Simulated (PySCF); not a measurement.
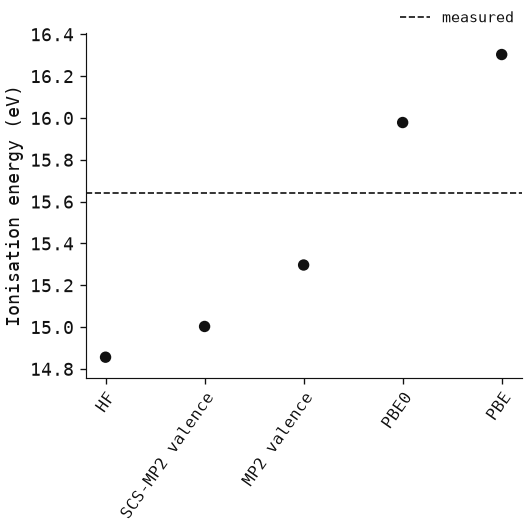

The ionisation energy of Mn⁺ ([Ar] 3d⁵ 4s → [Ar] 3d⁵) across levels of theory. PySCF, cc-pVTZ-DK, spin-free X2C-1e, unrestricted single determinants, no spin-orbit coupling. Methods marked “valence” freeze 18 core electrons.

> Summarise the spread and list the values.

The values run from 14.86 eV (HF) to 16.30 eV (PBE). The measured value is 15.64 eV; nearest to it come PBE0 (+0.34) and MP2 valence (−0.34), furthest HF (−0.78 eV).

```
         Method  Ionisation energy (eV)
             HF                   14.86
           PBE0                   15.98
            PBE                   16.30
    MP2 valence                   15.30
SCS-MP2 valence                   15.00
```
